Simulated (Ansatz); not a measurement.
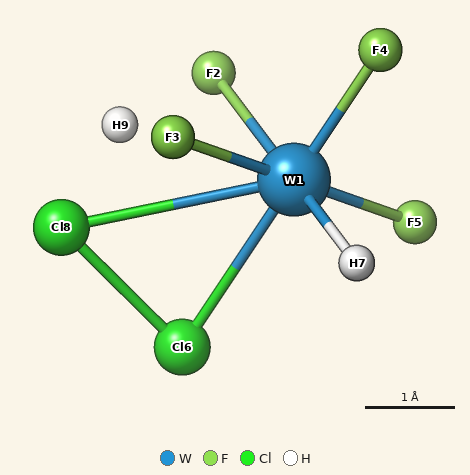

Figure 1. The starting structure (ball-and-stick view, seen at a tilt; atoms are numbered from 1 in the order of the input). Sticks mark near contacts. Bond lengths as drawn: Cl–Cl 2.03 Å, Cl–W 2.39 to 2.69 Å, F–W 1.85 to 2.20 Å and H–W 1.72 Å.

**Run report: WH$_{2}$Cl$_{2}$F$_{4}$, geometry relaxation**

System: WH$_{2}$Cl$_{2}$F$_{4}$.
Method: RKS PBE-D4/def2-SVP (Ansatz 0.2.0).

The input holds or restrains some coordinates. It belongs to a series of runs on one base structure; here: pulled along the bonds that form and break, towards end B. Figures and captions count atoms from 1; the log counts them from 0 in places.

Input file
```yaml
crystal:
  periodic: [false, false, false]
  atoms:
    - { symbol: W, position_ang: [0.0, 0.0, 0.0] }
    - { symbol: F, position_ang: [0.0, 0.0, 2.2] }
    - { symbol: F, position_ang: [1.85, 0.0, 0.0] }
    - { symbol: F, position_ang: [0.0, 1.85, 0.0] }
    - { symbol: F, position_ang: [-1.85, 0.0, 0.0] }
    - { symbol: Cl, position_ang: [0.0, -2.39, 0.0] }
    - { symbol: H, position_ang: [0.0, 0.0, -1.72] }
    - { symbol: Cl, position_ang: [1.7619, -1.8472, 0.8482] }
    - { symbol: H, position_ang: [0.8713, -0.9135, 2.0396] }
basis:
  gaussian: { orbitals: def2-SVP }
hamiltonian:
  xc: pbe
  dispersion: d4
relax:
  f_tol: 0.15
  max_steps: 25
  restrain:
    - { distance: [0, 7], at: 2.39, k: 30.0 }
    - { distance: [8, 1], at: 0.92, k: 30.0 }
    - { distance: [0, 1], at: 3.05, k: 30.0 }
    - { distance: [8, 7], at: 2.57, k: 30.0 }
output:
  orbitals: {}
```

Launch command:
```bash
ansatz run input.yaml --threads 4 --pin off --max-ram 5120MiB --backend cpu --events-out ev --progress --plain --runs-dir out
```

What the program printed
```
The last accepted step is kept in [file] (removed where the run ends without a failure and the disk answers)
Engine: ansatz 0.2.0, aarch64-unknown-linux-gnu
Functional definition: PBE
  parameter kappa = 0.804
  parameter beta = 0.06672455060314922
  exchange = pbe_x(kappa = kappa, mu = beta*pi^2/3)
  correlation = pbe_c(beta = beta)
1405 factors; their error is unknown
mean field evaluation 1: about -37723.5026 eV, gradient 6.7e1 eV
mean field evaluation 2: about -37543.9282 eV, gradient 3.1e2 eV
mean field evaluation 4: about -37715.0679 eV, gradient 8.4e1 eV
mean field evaluation 8: about -37733.8530 eV, gradient 1.7e0 eV
mean field evaluation 16: about -37733.8020 eV, gradient 1.9e-4 eV
mean field evaluation 32: about -37733.8065 eV, gradient 4.9e-4 eV
mean field evaluation 64: about -37730.5528 eV, gradient 2.4e1 eV
mean field -37733.80646986 eV, -1386.6918108748 hartree, gradient 1.4e-5 eV, S^2 0.000000; 11 other end points of the search recorded, 0 dependent functions left out
the calculation of the forces begins
reference -37733.80653780 eV, -1386.6918133714 hartree; 43, 43 occupied and 91, 91 virtual orbitals, 1405 factors
relax step   1: F+E_penalty+E_count = -37734.10812733 eV  Δ(F+E_penalty+E_count) = +0.000e0 eV  max|allowed force component| = 7.790e0 eV/Å  E_restraint = 23.98441746 eV  max|allowed force component, restraints' pulls added| = 2.400e1 eV/Å  Δτ_max = 0.0000 Å  (380 SCF iters, accepted)
  distance W 0 - Cl 7 = 2.6900 Å
  distance H 8 - F 1 = 1.2725 Å
  distance W 0 - F 1 = 2.2000 Å
  distance H 8 - Cl 7 = 1.7562 Å
these checks for a lower state are left out or cut short: starts, cluster_reference, orbital_swaps, neighbouring_geometries, increment
1405 factors; their error is unknown
mean field evaluation 96: about -37735.0889 eV, gradient 3.8e0 eV
mean field -37735.32460692 eV, -1386.7476013825 hartree, gradient 4.5e-6 eV, S^2 0.000000; 1 other end points of the search recorded, 0 dependent functions left out
[... from here on the field's lines of each further geometry are left out, up to the last ...]
relax step   2: F+E_penalty+E_count = -37735.62078379 eV  Δ(F+E_penalty+E_count) = -1.513e0 eV  max|allowed force component| = 5.604e0 eV/Å  E_restraint = 10.57785431 eV  max|allowed force component, restraints' pulls added| = 1.440e1 eV/Å  Δτ_max = 0.1948 Å  (109 SCF iters, accepted)
relax step   3: F+E_penalty+E_count = -37736.48843103 eV  Δ(F+E_penalty+E_count) = -8.676e-1 eV  max|allowed force component| = 5.412e0 eV/Å  E_restraint = 3.40265823 eV  max|allowed force component, restraints' pulls added| = 9.103e0 eV/Å  Δτ_max = 0.1924 Å  (54 SCF iters, accepted)
relax step   4: F+E_penalty+E_count = -37738.25406621 eV  Δ(F+E_penalty+E_count) = -1.766e0 eV  max|allowed force component| = 3.880e0 eV/Å  E_restraint = 0.51957974 eV  max|allowed force component, restraints' pulls added| = 3.880e0 eV/Å  Δτ_max = 0.1962 Å  (53 SCF iters, accepted)
relax step   5: F+E_penalty+E_count = -37739.36888432 eV  Δ(F+E_penalty+E_count) = -1.115e0 eV  max|allowed force component| = 1.706e0 eV/Å  E_restraint = 0.05199280 eV  max|allowed force component, restraints' pulls added| = 1.706e0 eV/Å  Δτ_max = 0.1984 Å  (51 SCF iters, accepted)
relax step   6: F+E_penalty+E_count = -37740.08146286 eV  Δ(F+E_penalty+E_count) = -7.126e-1 eV  max|allowed force component| = 8.173e-1 eV/Å  E_restraint = 0.02168734 eV  max|allowed force component, restraints' pulls added| = 7.810e-1 eV/Å  Δτ_max = 0.1946 Å  (46 SCF iters, accepted)
relax step   7: F+E_penalty+E_count = -37740.50932169 eV  Δ(F+E_penalty+E_count) = -4.279e-1 eV  max|allowed force component| = 5.757e-1 eV/Å  E_restraint = 0.02909470 eV  max|allowed force component, restraints' pulls added| = 1.251e0 eV/Å  Δτ_max = 0.1950 Å  (40 SCF iters, accepted)
relax step   8: F+E_penalty+E_count = -37740.79199772 eV  Δ(F+E_penalty+E_count) = -2.827e-1 eV  max|allowed force component| = 5.681e-1 eV/Å  E_restraint = 0.02282246 eV  max|allowed force component, restraints' pulls added| = 1.180e0 eV/Å  Δτ_max = 0.1943 Å  (39 SCF iters, accepted)
relax step   9: F+E_penalty+E_count = -37740.98951336 eV  Δ(F+E_penalty+E_count) = -1.975e-1 eV  max|allowed force component| = 7.187e-1 eV/Å  E_restraint = 0.01565644 eV  max|allowed force component, restraints' pulls added| = 9.352e-1 eV/Å  Δτ_max = 0.1997 Å  (40 SCF iters, accepted)
relax step  10: F+E_penalty+E_count = -37741.15445157 eV  Δ(F+E_penalty+E_count) = -1.649e-1 eV  max|allowed force component| = 3.548e-1 eV/Å  E_restraint = 0.00733216 eV  max|allowed force component, restraints' pulls added| = 3.380e-1 eV/Å  Δτ_max = 0.2000 Å  (38 SCF iters, accepted)
the calculation of the forces begins
reference -37740.94673437 eV, -1386.9542107557 hartree; 43, 43 occupied and 91, 91 virtual orbitals, 1405 factors
relax step  11: F+E_penalty+E_count = -37741.22258105 eV  Δ(F+E_penalty+E_count) = -6.813e-2 eV  max|allowed force component| = 3.993e-1 eV/Å  E_restraint = 0.00453339 eV  max|allowed force component, restraints' pulls added| = 1.417e-1 eV/Å  Δτ_max = 0.1989 Å  (39 SCF iters, accepted)
```

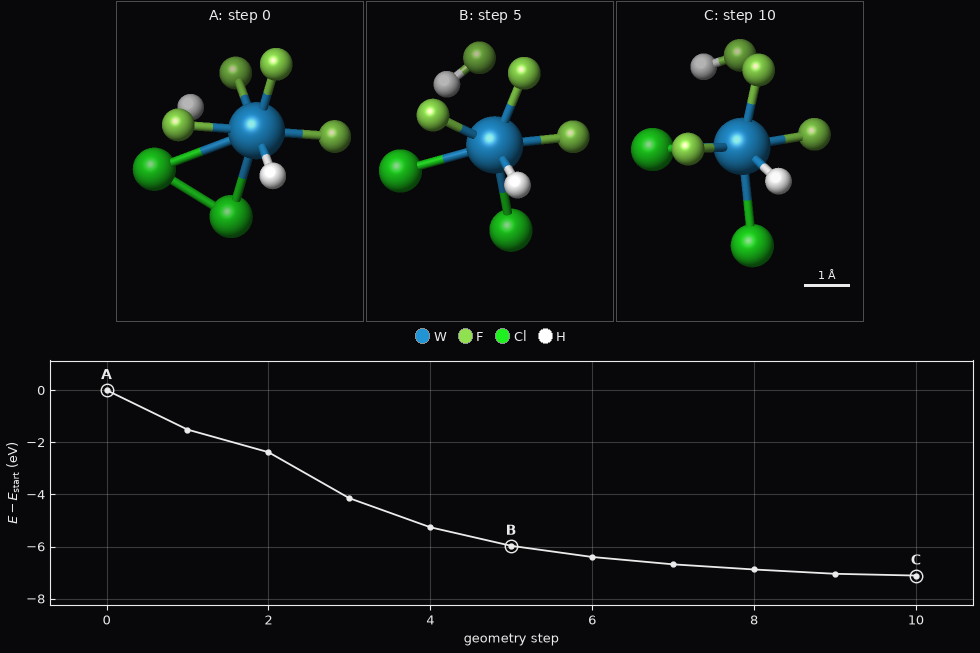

Figure 2. Frames of the restrained relaxation (ball-and-stick view, seen at a tilt) above the curves, on which the letters mark them (the first geometry is step 0 here and step 1 in the log).

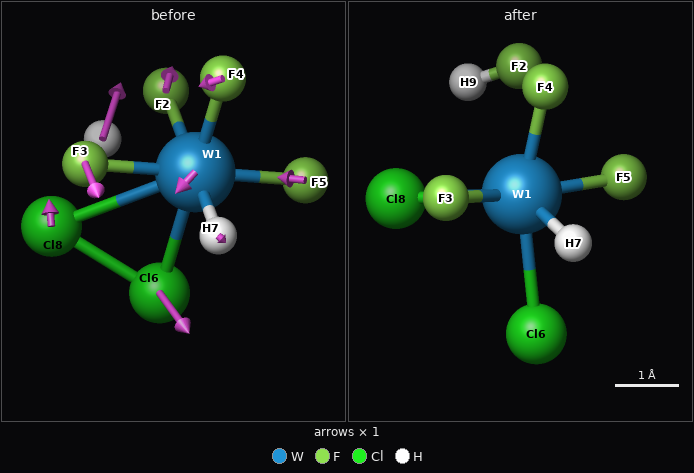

Figure 3. Before (left) and after (right) the restrained relaxation, at one scale (ball-and-stick view, seen at a tilt). The pink arrows give the displacements, at true length. The energy falls by 7.114 eV in 10 geometry steps. Largest force component: 7.8 eV/Å at the start, 0.4 eV/Å at the end. The atom that moves furthest after the best rigid fit is H9 (1.20 Å). Largest moves by element: H 1.20 Å, F 1.12 Å, Cl 1.10 Å, W 0.48 Å. Distances before and after: Cl6–Cl8 2.029 → 3.173 Å, W1–F2 2.200 → 3.046 Å, F2–H9 1.273 → 0.933 Å, W1–Cl8 2.690 → 2.380 Å. New bonds form: F2–H9 (1.27 → 0.93 Å). Bonds break: Cl6–Cl8 (2.03 → 3.17 Å), W1–F2 (2.20 → 3.05 Å). Among the angles that change: Cl6–W1–Cl8 46.6° → 84.8°, H7–W1–Cl8 108.4° → 142.5°, F3–W1–Cl8 49.1° → 82.5°. (Atoms are counted from 1 in the order of the input.)

```
  distance W 0 - Cl 7 = 2.3795 Å
  distance H 8 - F 1 = 0.9328 Å
  distance W 0 - F 1 = 3.0462 Å
  distance H 8 - Cl 7 = 2.5663 Å
1405 factors; their error is unknown
mean field -37740.94666321 eV, -1386.9542081405 hartree, gradient 1.7e-5 eV, S^2 0.000000; 1 other end points of the search recorded, 0 dependent functions left out
the calculation of the forces begins
reference -37740.94673437 eV, -1386.9542107557 hartree; 43, 43 occupied and 91, 91 virtual orbitals, 1405 factors
Total energy: -37741.22265221 eV, -1386.9643505494 hartree
Atom 0 at     0.292295    -0.302718    -0.200259 Å, force     0.274561    -0.164184     0.399315 eV/Å
Atom 1 at    -0.141316     0.038668     2.795503 Å, force    -0.215568     0.196103    -0.219138 eV/Å
Atom 2 at     1.858510     0.159730    -1.140889 Å, force    -0.141713    -0.042731     0.037343 eV/Å
Atom 3 at     0.279046     1.507491     0.260805 Å, force     0.025903     0.014872    -0.041282 eV/Å
Atom 4 at    -1.483745    -0.181459     0.349903 Å, force     0.064478    -0.045123    -0.059292 eV/Å
Atom 5 at    -0.308700    -2.362716    -1.096242 Å, force     0.014232     0.040397    -0.025423 eV/Å
Atom 6 at    -0.194815    -0.023968    -1.787628 Å, force    -0.057295     0.052134    -0.049618 eV/Å
Atom 7 at     1.825899    -1.563948     1.111043 Å, force    -0.243847     0.178345    -0.061915 eV/Å
Atom 8 at     0.506027    -0.571779     3.075563 Å, force     0.279248    -0.229814     0.020011 eV/Å
Dipole moment:     0.096437    -0.200735     0.236788 e Å
```

Trajectory as extended XYZ (Å, eV, eV/Å), 11 frames, from step=1 to step=11
```
9
Properties=species:S:1:pos:R:3:forces:R:3 step=1 energy=-37734.10813
W     0.0000    0.0000    0.0000   -0.6780   1.4027  -0.1002
F     0.0000    0.0000    2.2000    1.8508  -2.0318  -0.1665
F     1.8500    0.0000    0.0000    1.6863   5.6798  -3.1200
F     0.0000    1.8500    0.0000    0.2488   0.2889  -0.1288
F    -1.8500    0.0000    0.0000   -0.9187  -0.4976   0.1068
Cl    0.0000   -2.3900    0.0000   -7.7904  -3.3663  -4.5588
H     0.0000    0.0000   -1.7200    0.0970  -0.2526   0.2944
Cl    1.7619   -1.8472    0.8482    6.3256  -2.4898   7.7238
H     0.8713   -0.9135    2.0396   -0.8214   1.2667  -0.0507
9
Properties=species:S:1:pos:R:3:forces:R:3 step=2 energy=-37735.62078
W     0.0446   -0.0449   -0.1213   -1.9689  -0.1297   1.7416
F     0.0279   -0.0302    2.3769    2.2318  -2.3468  -1.1389
F     1.8790    0.0566   -0.0386    1.9110   5.2852  -2.7713
F     0.0038    1.8382   -0.0031   -0.3442  -0.4537   0.1251
F    -1.8437   -0.0090   -0.0019    0.8025   0.1855   0.0776
Cl   -0.0760   -2.4278   -0.0503   -5.6044  -1.5855  -2.8068
H     0.0017   -0.0034   -1.7285    0.1143   0.0336  -1.4504
Cl    1.8270   -1.8797    0.7740    4.5474  -2.8129   5.4170
H     0.7688   -0.8005    2.1607   -1.6893   1.8243   0.8063
9
Properties=species:S:1:pos:R:3:forces:R:3 step=3 energy=-37736.48843
W     0.0968   -0.1359   -0.2113   -1.7191   0.8669   3.7292
F     0.0547   -0.0571    2.5265   -1.0634   1.0618  -0.2198
F     1.9139    0.1383   -0.0816    1.6371   4.4829  -2.1847
F    -0.0097    1.8040    0.0021   -0.1149  -1.8750  -0.0963
F    -1.8110    0.0014   -0.0003    1.6065  -0.0818  -0.0050
Cl   -0.1498   -2.4427   -0.0782   -5.4120  -1.7919  -2.4949
H     0.0040    0.0002   -1.7714    0.1451   0.0084  -2.3996
Cl    1.8703   -1.9061    0.6928    3.5024  -1.2603   3.6494
H     0.6639   -0.7029    2.2891    1.4182  -1.4109   0.0217
9
Properties=species:S:1:pos:R:3:forces:R:3 step=4 energy=-37738.25407
W     0.1736   -0.2287   -0.2140   -0.5822   1.1748   1.7306
F     0.0317   -0.0310    2.7025   -1.2454   1.2674  -0.0899
F     1.9714    0.3054   -0.1655   -0.0091   2.2292  -1.1715
F    -0.0104    1.7139   -0.0026    0.0607  -1.9746   0.0011
F    -1.7294   -0.0134    0.0014    1.5196  -0.3477   0.1286
Cl   -0.3183   -2.5014   -0.1596   -3.8797  -0.5036  -1.7453
H     0.0188   -0.0095   -1.8393    0.3047  -0.4005  -0.7612
Cl    1.8727   -1.8745    0.6256    2.2307   0.1605   2.0757
H     0.6230   -0.6616    2.4193    1.6007  -1.6055  -0.1681
9
Properties=species:S:1:pos:R:3:forces:R:3 step=5 energy=-37739.36888
W     0.2281   -0.2749   -0.2224   -0.5869   1.0155   1.4144
F     0.0120   -0.0122    2.7712   -0.3945   0.3597  -0.4598
F     1.9759    0.4146   -0.2230   -0.2224   1.3697  -1.0149
F    -0.0076    1.6267    0.0065    0.0050  -1.1420   0.0245
F    -1.6537   -0.0445    0.0177    0.9883  -0.2463   0.1004
Cl   -0.4970   -2.4897   -0.2450   -1.7061   0.0868  -1.0357
H     0.0451   -0.0490   -1.8661    0.3854  -0.4820  -0.4509
Cl    1.9074   -1.8124    0.6261    0.8033  -0.2828   1.2475
H     0.6229   -0.6593    2.5028    0.7279  -0.6787   0.1746
9
Properties=species:S:1:pos:R:3:forces:R:3 step=6 energy=-37740.08146
W     0.2535   -0.2750   -0.1937   -0.1139   0.1997   0.4573
F     0.0043   -0.0205    2.8094    0.0890  -0.1205  -0.6055
F     1.9514    0.5244   -0.3612   -0.0396   0.2199  -0.7810
F    -0.0269    1.5835    0.0215   -0.1313  -0.1382   0.1792
F    -1.6031   -0.0616    0.0443    0.1152   0.1005   0.2176
Cl   -0.6304   -2.4374   -0.3768   -0.3997   0.0089  -0.7486
H     0.1237   -0.1515   -1.8841    0.2636  -0.3215   0.2025
Cl    1.9077   -1.7848    0.6840    0.0254   0.1938   0.8173
H     0.6530   -0.6778    2.6243    0.1914  -0.1426   0.2612
9
Properties=species:S:1:pos:R:3:forces:R:3 step=7 energy=-37740.50932
W     0.2564   -0.2716   -0.1962    0.3540  -0.0906   0.3463
F     0.0005   -0.0292    2.8080    0.5524  -0.5757  -0.4751
F     1.9303    0.5452   -0.5539   -0.2810  -0.2833  -0.5656
F    -0.0335    1.5692    0.0598    0.0809   0.1671   0.2020
F    -1.5847   -0.0490    0.0945   -0.1442  -0.0361   0.2267
Cl   -0.6676   -2.4071   -0.5485    0.1372   0.1274  -0.5611
H     0.1721   -0.2264   -1.8867    0.0393  -0.1272   0.1943
Cl    1.8832   -1.7285    0.7883   -0.3650   0.4100   0.5619
H     0.6766   -0.7033    2.8025   -0.3735   0.4086   0.0708
9
Properties=species:S:1:pos:R:3:forces:R:3 step=8 energy=-37740.79200
W     0.2602   -0.2753   -0.2002    0.5201   0.0731   0.3402
F    -0.0140   -0.0344    2.8084    0.4500  -0.4819  -0.2821
F     1.9074    0.5127   -0.7442   -0.4430  -0.4401  -0.2290
F    -0.0007    1.5646    0.1192    0.2302  -0.0335   0.1268
F    -1.5721   -0.0503    0.1610    0.0085  -0.1437   0.1412
Cl   -0.6518   -2.3832   -0.6997    0.3078   0.1675  -0.3348
H     0.1782   -0.2630   -1.8782   -0.1640  -0.0136   0.0543
Cl    1.8715   -1.6684    0.8840   -0.5681   0.4931   0.2714
H     0.6544   -0.7034    2.9175   -0.3416   0.3792  -0.0880
9
Properties=species:S:1:pos:R:3:forces:R:3 step=9 energy=-37740.98951
W     0.2830   -0.2909   -0.2236    0.3406   0.1077   0.7187
F    -0.0898    0.0046    2.7760    0.3553  -0.3545  -0.1388
F     1.8989    0.4405   -0.9076   -0.3261  -0.3624  -0.0527
F     0.0912    1.5313    0.2103    0.1983  -0.0686  -0.0895
F    -1.5052   -0.1040    0.3414    0.2026  -0.1773  -0.1496
Cl   -0.5860   -2.3733   -0.8314    0.2383   0.1163  -0.2477
H     0.1084   -0.2262   -1.8929   -0.2435   0.0265   0.0374
Cl    1.8676   -1.6230    0.9571   -0.5583   0.4619  -0.0008
H     0.5650   -0.6597    2.9384   -0.2070   0.2505  -0.0770
9
Properties=species:S:1:pos:R:3:forces:R:3 step=10 energy=-37741.15445
W     0.2889   -0.3007   -0.2126    0.2909  -0.0116   0.3134
F    -0.0989    0.0285    2.7892   -0.0561   0.0143  -0.1802
F     1.8703    0.3086   -1.0551   -0.1558  -0.2363   0.0884
F     0.1953    1.5032    0.2744    0.0912   0.0652   0.0043
F    -1.5031   -0.1373    0.3059    0.1182  -0.0581  -0.0735
Cl   -0.4492   -2.3796   -0.9564    0.1255   0.0230  -0.1295
H    -0.0465   -0.1185   -1.8555   -0.1850  -0.0332   0.1087
Cl    1.8453   -1.5830    1.0485   -0.3548   0.3196  -0.0977
H     0.5312   -0.6220    3.0294    0.1259  -0.0829  -0.0339
9
Properties=species:S:1:pos:R:3:forces:R:3 step=11 energy=-37741.22258
W     0.2923   -0.3027   -0.2003    0.2746  -0.1642   0.3993
F    -0.1413    0.0387    2.7955   -0.2156   0.1961  -0.2191
F     1.8585    0.1597   -1.1409   -0.1417  -0.0427   0.0373
F     0.2790    1.5075    0.2608    0.0259   0.0149  -0.0413
F    -1.4837   -0.1815    0.3499    0.0645  -0.0451  -0.0593
Cl   -0.3087   -2.3627   -1.0962    0.0142   0.0404  -0.0254
H    -0.1948   -0.0240   -1.7876   -0.0573   0.0521  -0.0496
Cl    1.8259   -1.5639    1.1110   -0.2438   0.1783  -0.0619
H     0.5060   -0.5718    3.0756    0.2792  -0.2298   0.0200
```

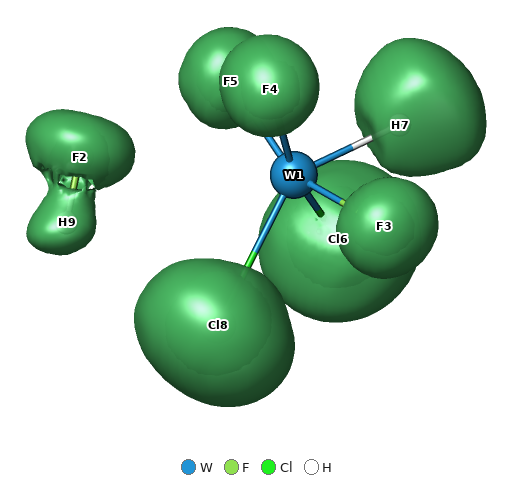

Figure 4. Isosurface of the electron localisation function at 0.8 (green), seen at a tilt. Core shells and regions of very low density are left out. Along the contacts the grid gives the following. W1···F2 (3.05 Å): the ELF is only about 0.05 between them. W–F (1.86 Å): the ELF peaks at about 0.85 in the valence shell of F, 0.5 Å from its nucleus, and drops to about 0.25 between the two atoms.

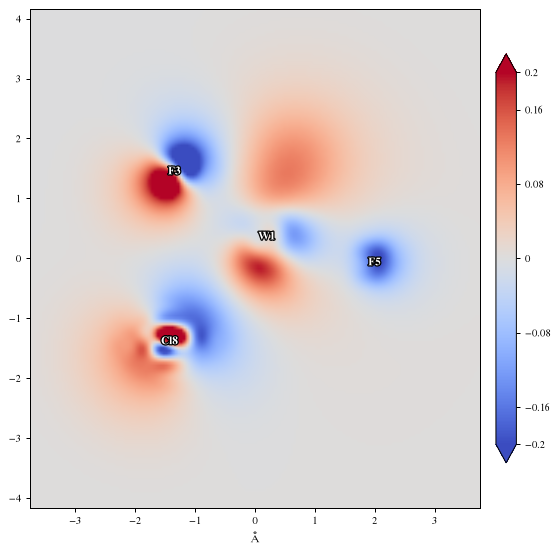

Figure 5. The HOMO−1 on the plane of atoms F3, W1 and Cl8 (values in Å⁻³ᐟ²; the overall sign is arbitrary). Its energy is −8.22 eV.

Summary

| quantity | value |
| --- | --- |
| outcome | converged under the restraints of the input |
| total energy | −37741.2227 eV |
| mean-field energy | −37740.9467 eV |
| largest force (length of the vector) at the end, held atoms and coordinates included | 0.512 eV/Å |
| hardware | 4 threads of Arm Neoverse V1, 24 GiB of memory available, shared host |
| wall time | 35 s (CPU time 2.2 min) |
| peak memory | 0.33 GiB |
